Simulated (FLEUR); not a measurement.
# GdBi: exchange couplings by hand from total energies

Can a spin model with one coupling foretell the energy of a further order of GdBi?

Program: FLEUR MaX-R8.1. Level of theory: LDA (VWN) with U = 6.7 eV, J = 0.7 eV on Gd f; all-electron FLAPW, Dirac cores, scalar-relativistic bands. Results are calculated unless marked as measured.

### 1. The structure

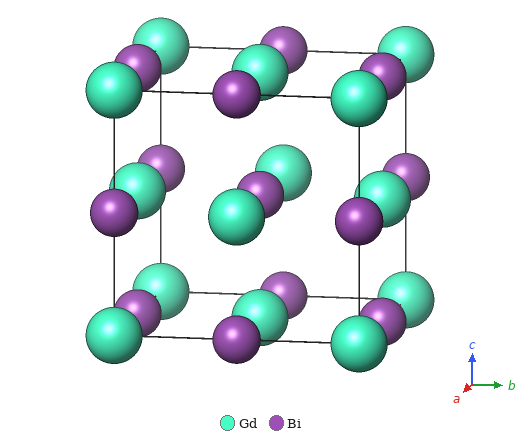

The cell as given, slightly off an axis (gadolinium teal, bismuth purple). This picture shows the conventional cell, with its axes. Some periodic images of atoms are drawn too.

The cell comes from a database of computed structures and need not be the stable phase.

### 2. The parallel order

All energies count from this run. A Hubbard U acts on the open shell, since semilocal functionals spread its electrons too much.

The file n_mmp_mat seeds the f occupations with whole cubic orbitals by Hund's first rule, so that the U acts from the first pass. inpgen writes inp.xml from crystal.txt; cutoffs, mixing, functional, smearing and local orbitals are then set in the file. The k list default-1 (kpts.xml, not shown) is a Γ-centred 8×8×8 mesh; where the ranks do not divide the number of points, some are split in two of half the weight.

File inp.xml:

```
<?xml version="1.0" encoding="UTF-8" standalone="no"?>
<fleurInput fleurInputVersion="0.39">
   <comment>
      GdBi
   </comment>
   <calculationSetup>
      <cutoffs Kmax="3.6" Gmax="10.8" GmaxXC="10.8" numbands="0"/>
      <scfLoop itmax="130" minDistance="0.0001" maxIterBroyd="15" imix="Anderson" alpha="0.05" precondParam="0.0" spinf="2.0" sdNocoIR="T"/>
      <coreElectrons ctail="T" frcor="F" kcrel="0" coretail_lmax="0"/>
      <xcFunctional name="vwn" relativisticCorrections="F"/>
      <magnetism jspins="2"/>
      <soc l_soc="F" theta="0.0" phi="0.0" spav="F"/>
      <expertModes spex="0" secvar="F"/>
      <geometryOptimization l_f="F" forcealpha="1.0" forcemix="BFGS" epsdisp="0.00001" epsforce="0.00001"/>
      <ldaU l_linMix="F" mixParam="0.05" spinf="1.0"/>
   </calculationSetup>
   <cell>
      <bzIntegration valenceElectrons="33.0" mode="hist" fermiSmearingEnergy="0.00293995">
         <kPointListSelection listName="default-1"/>
         <xi:include xmlns:xi="http://www.w3.org/2001/XInclude" href="kpts.xml"> </xi:include>
      </bzIntegration>
      <xi:include xmlns:xi="http://www.w3.org/2001/XInclude" href="sym.xml"> </xi:include>
      <bulkLattice scale="1.0">
         <bravaisMatrix>
            <row-1>    0.0000000000000000     6.0360663268281591     6.0360663268281591</row-1>
            <row-2>    6.0360663268281591     0.0000000000000000     6.0360663268281591</row-2>
            <row-3>    6.0360663268281591     6.0360663268281591     0.0000000000000000</row-3>
         </bravaisMatrix>
      </bulkLattice>
   </cell>
   <atomSpecies>
      <species name="Gadolinium7.001" element="Gd" atomicNumber="64">
         <mtSphere radius="2.8" gridPoints="925" logIncrement="0.014"/>
         <atomicCutoffs lmax="10" lnonsphr="8"/>
         <electronConfig flipSpins="F">
            <coreConfig>(1s1/2) (2s1/2) (2p1/2) (2p3/2) (3s1/2) (3p1/2) (3p3/2) (4s1/2) (3d3/2) (3d5/2) (4p1/2) (4p3/2) (4d3/2) (4d5/2)</coreConfig>
            <valenceConfig>(5s1/2) (5p1/2) (5p3/2) (6s1/2) (4f5/2) (4f7/2) (5d3/2) (5d5/2)</valenceConfig>
            <stateOccupation state="(4f5/2)" spinUp="2.5005" spinDown="0.4995"/>
            <stateOccupation state="(4f7/2)" spinUp="4.0" spinDown="0.0"/>
            <stateOccupation state="(5d3/2)" spinUp="0.4" spinDown="0.0"/>
            <stateOccupation state="(5d5/2)" spinUp="0.6" spinDown="0.0"/>
         </electronConfig>
         <energyParameters s="6" p="6" d="5" f="4"/>
         <ldaU l="3" U="6.7" J="0.7" l_amf="F"/>
         <lo type="SCLO" l="0" n="5" eDeriv="0"/>
         <lo type="SCLO" l="1" n="5" eDeriv="0"/>
      </species>
      <species name="Bismuth (Bi)" element="Bi" atomicNumber="83">
         <mtSphere radius="2.8" gridPoints="925" logIncrement="0.015"/>
         <atomicCutoffs lmax="10" lnonsphr="8"/>
         <electronConfig flipSpins="F">
            <coreConfig>(1s1/2) (2s1/2) (2p1/2) (2p3/2) (3s1/2) (3p1/2) (3p3/2) (4s1/2) (3d3/2) (3d5/2) (4p1/2) (4p3/2) (5s1/2) (4d3/2) (4d5/2) (5p1/2) (5p3/2) (4f5/2) (4f7/2)</coreConfig>
            <valenceConfig>(6s1/2) (5d3/2) (5d5/2) (6p1/2) (6p3/2)</valenceConfig>
            <stateOccupation state="(6p1/2)" spinUp="0.500000" spinDown="0.500000"/>
            <stateOccupation state="(6p3/2)" spinUp="1.000000" spinDown="1.000000"/>
         </electronConfig>
         <energyParameters s="6" p="6" d="6" f="5"/>
         <lo type="SCLO" l="2" n="5" eDeriv="0"/>
      </species>
   </atomSpecies>
   <atomGroups>
      <atomGroup species="Gadolinium7.001">
         <relPos label="                   1">.0000000000 .0000000000 .0000000000</relPos>
         <force calculate="T" relaxXYZ="TTT"/>
      </atomGroup>
      <atomGroup species="Bismuth (Bi)">
         <relPos label="                   2">1.000/2.000 1.000/2.000 1.000/2.000</relPos>
         <force calculate="T" relaxXYZ="TTT"/>
      </atomGroup>
   </atomGroups>
   <output dos="F" band="F" slice="F">
      <bandDOS minEnergy="-.5*Htr" maxEnergy="0.5*Htr" sigma="0.015" storeEVData="T"/>
      <plotting iplot="0" polar="F">
         <plot TwoD="T" vec1="  1.0  0.0  0.0" vec2="  0.0  1.0  0.0" vec3="  0.0  0.0  1.0" zero="  0.0  0.0  0.0" file="plot"/>
      </plotting>
      <moessbauerParams electricFieldGradient="F" isomerShift="F" coreHyperfine="F" valenceHyperfine="F"/>
   </output>
</fleurInput>
```

File crystal.txt:

```
GdBi
&input film=F cartesian=F /
0.00000000000  3.19414874370  3.19414874370
3.19414874370  0.00000000000  3.19414874370
3.19414874370  3.19414874370  0.00000000000
1.8897261246
1.0 1.0 1.0

2
64 0.00000000000  0.00000000000  0.00000000000 : 7.001
83 0.50000000000  0.50000000000  0.50000000000

&kpt div1=8 div2=8 div3=8 gamma=T /
```

Run with:

```
OMP_NUM_THREADS=1 inpgen -f crystal.txt > inpgen.log  # inp.xml is then edited as shown
OMP_NUM_THREADS=1 mpirun -n 4 fleur_MPI > fleur.log
```

Output:

```text
Welcome to FLEUR        (www.flapw.de)
      MaX-Release 8.1          (www.max-centre.eu)

 ========== k-point set info ==========
 Selected k-point list: default-1
 k-point list type: mesh
 0 x 0 x 0
 Number of k points: 32

 [... set-up left out ...]
 Iteration:     1   Distance:      19.35762223 me/bohr^3
 Iteration:     2   Distance:      18.50625959 me/bohr^3
 Iteration:     3   Distance:       4.32027424 me/bohr^3
 Iteration:     4   Distance:       2.08424258 me/bohr^3
 Iteration:     5   Distance:       0.89547111 me/bohr^3
[...]
[... left out ...]
            <freeEnergy value="-32843.1748255505"/>
            <extrapolationTo0K value="-32843.1746682525"/>
         </totalEnergy>
         [... left out ...]
         <ldaUDensityMatrixConvergence>
            <distance spin="1" distance="0.000000"/>
            <distance spin="2" distance="0.000001"/>
         </ldaUDensityMatrixConvergence>
         <densityConvergence units="me/bohr^3">
            <chargeDensity spin="1" distance="0.0000416189"/>
            <chargeDensity spin="2" distance="0.0000455047"/>
            <overallChargeDensity distance="0.0000734066"/>
            <spinDensity distance="0.0000470859"/>
         </densityConvergence>
      </iteration>
```

It took 18 s on 4 MPI ranks of Intel Xeon Platinum 8488C (Sapphire Rapids), shared host; peak memory 0.26 GiB.

Spin moment in the muffin-tin sphere by atom:

```csv
atom,spin moment in the muffin-tin sphere (μB)
Gd1,7.07
Bi2,-0.06
```

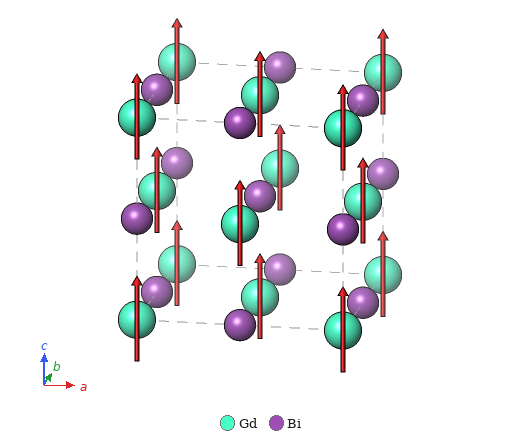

Spin moment in the muffin-tin sphere as arrows, the longest 7.07 μB. Up and down stand for the sign. Arrows give size and sign along the axis of quantisation, drawn up and down the page. Some periodic images of atoms are drawn too.

This step gave:

| Property | Result |
| --- | --- |
| free energy | -893708.3157 eV |
| program's band gap on this mesh (in a metal only a level spacing) | 0.01304 eV |
| magnetization | 7.036 μB |
| final state | ferromagnetic, with opposed induced moments |

After 17 cycles the largest moment stands at 7.07 μB.

### 3. The orders used for the fit

The other orders were run with the same settings, on meshes that hold the same points. Free energies are divided by the number of Gd atoms; q is in fractions of the reciprocal vectors of the first run's cell.

```csv
order,atoms,mesh,free energy (eV),eV per Gd,largest moment (μB)
F +,2,8×8×8,-893708.3157,-893708.3157,7.07
"AF q=(0,1/2,1/2) +-",4,8×4×8,-1787416.6457,-893708.3229,7.10
```

### 4. Counting neighbours

With E = −Σ J e_i·e_j over ordered pairs of unit vectors, turning a neighbour from parallel to opposed costs 2J a Gd atom. So an order lies 2 Σ n J over the parallel one, n being the opposed neighbours in each shell.

```
shell  distance (Å)  neighbours  opposed in AF q=(0,1/2,1/2) +-  opposed in AF q=(0,0,1/2) +-
   J1          4.52          12                               8                             6
   J2          6.39           6                               0                             6
```

Only J1 is kept.

### 5. Solving

```
2 × 8 × J1 = -7.1 meV    (AF q=(0,1/2,1/2) +-)
J1 = -0.44 meV
```

### 6. The test

The couplings now give the orders that were left out:

```
2 × 6 × (-0.44) = -5.3 meV    (AF q=(0,0,1/2) +-)
```

The runs themselves:

| order | atoms | mesh | free energy (eV) | eV per Gd | largest moment (μB) | over the parallel order (meV) | foretold (meV) |
| --- | --- | --- | --- | --- | --- | --- | --- |
| AF q=(0,0,1/2) +- | 4 | 8×8×4 | -1787416.6605 | -893708.3302 | 7.13 | -14.5 | -5.3 |

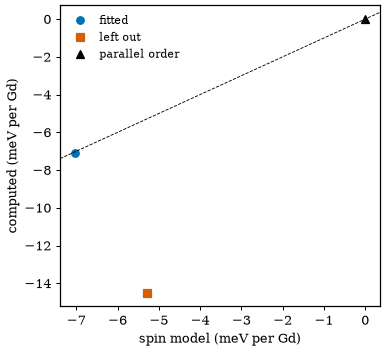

Computed energies of the orders against the model; the dashed line marks agreement.

### 7. One more shell

One try is to add the next shell, though changing moments can also cause the miss. Both differences then fix both couplings, and no order is left for a test.

```
2 × 8 × J1 = -7.1 meV    (AF q=(0,1/2,1/2) +-)
2 × 6 × J1 + 2 × 6 × J2 = -14.5 meV    (AF q=(0,0,1/2) +-)
J1 = -0.44 meV
J2 = -0.76 meV
```

### 8. Outcome

| Item | Value |
| --- | --- |
| effective coupling of the reversed pairs, counted on J1 (Gd–Gd at 4.52 Å) | -0.44 meV |
| largest miss on the orders left out | 9.2 meV |
| J1 with two shells | -0.44 meV |
| J2 with two shells | -0.76 meV |

In words: The model misses the order left out by 9.2 meV, 64 % of the largest distance from the parallel order, so it fails: these couplings alone don't describe the crystal. With the next shell added the couplings are J1 = -0.44 and J2 = -0.76 meV, untested. The largest moments of the orders differ by 0.80 % of the greatest. One difference fixes one number: it sums all reversed shells and need not be the coupling of the nearest one, even in sign. The f shell is half filled, so the spin-only picture is fair.

[Logs and program files are shortened in this print: banners, set-up blocks, solver, clock and traceback lines can be left out without a mark of their own.]

[Logs are printed without paths, hosts, clocks, repeated set-up lines and the standing remarks that a program may print on its own settings, such as how far it seeks lower states.]

[Hosts, paths, dates, database ids (printed as entryN), source tags and the programs' standing remarks are cut or masked in the printed files.]

[Where a cell is said to come from a database of computed structures, the database is the Materials Project.]
